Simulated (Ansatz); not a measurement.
The starting structures come from a database of crystals and need not be the phases stable at ambient conditions.

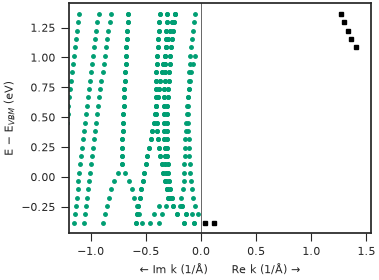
Complex bands at the centre of the two-dimensional zone; r2SCAN (Ansatz, a quantum-chemistry and plane-wave program)

The gap is the functional's own, uncorrected, and κ follows it; spin-orbit coupling is left out. Mid-gap means the computed energy nearest the middle.

Q: This is BaAlGeH (P3m1, 4 atoms a cell, 21.8 Å³ an atom) along the normal of (110). Read off the slowest decay at the centre of the two-dimensional zone at 0.53 eV, the computed energy nearest the middle of the gap.

A: κ ≈ 0.12 1/Å, a decay length 1/(2κ) of the density of 4.3 Å.
